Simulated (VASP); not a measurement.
Band structure of FeO (relaxed from the wurtzite structure, space group P6_3mc). All values below come from r2SCAN meta-GGA, VASP's PBE PAW potentials (set 64) (plane waves; VASP 6.6.1).

The moments were started parallel, and other spin orders were not tried in this run.

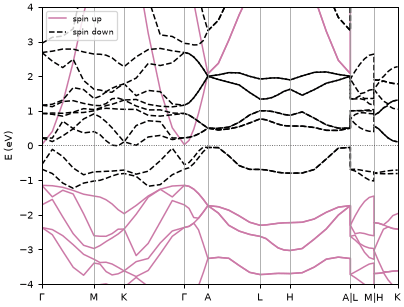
Figure: Bands along high-symmetry lines, zero at the valence-band maximum or, without a gap, the Fermi level

Q: Read the plot: is there a gap, and where are the band edges?

A: It has no gap at this level: it comes out as a metal or semimetal.

The structure was generated: FeO was put into the wurtzite type (P6_3mc), which need not be its known phase. It was relaxed first, which changed the volume by -8 %.
